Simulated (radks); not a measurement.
Atomic osmium (Os); electrons: [Xe] 4f14 5d6 6s2 (high spin). It is put inside a hard spherical wall of varying radius. The calculation used the in-house radial solver radks at this level: scalar-relativistic Kohn-Sham, LDA (Slater exchange, VWN5 correlation), spin-polarised, spherical densities, finite nucleus. Wanted, and plotted below: the outer orbital energies (spin up), on a scale that is linear within ±10 eV and logarithmic beyond.

The levels rise as the wall closes in: 5f↑ goes from 1.54 eV at 20 bohr to 128.3 eV at 2 bohr. On compression 5f↑ drops below 7s↑ between 6 and 4 bohr, 5f↑ drops below 6p↑ between 3 and 2.5 bohr, 5f↑ drops below 6s↑ between 2.5 and 2 bohr and 5p↑ drops below 4f↑ between 6 and 4 bohr. The fastest to rise is 7s↑ (by 381.9 eV), the slowest 5p↑ (by 56.8 eV): the wall presses hardest on the most extended orbitals.

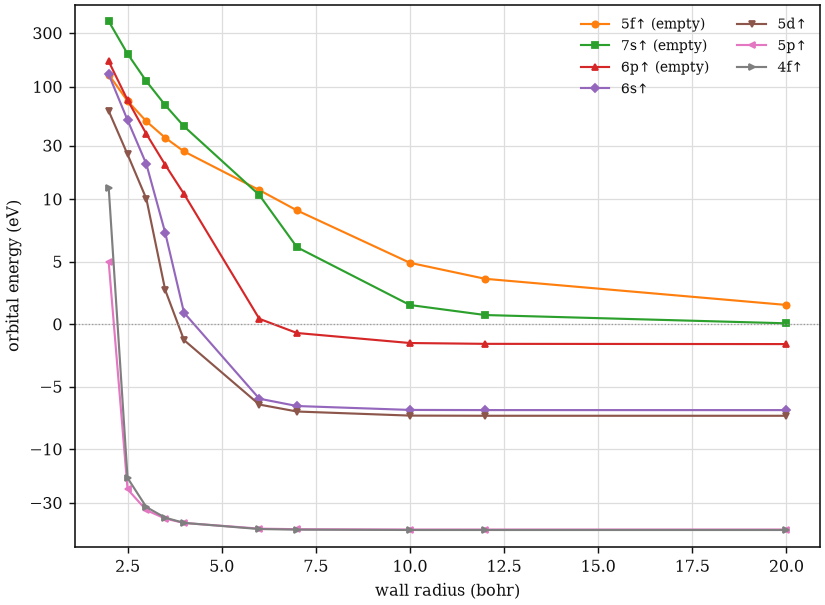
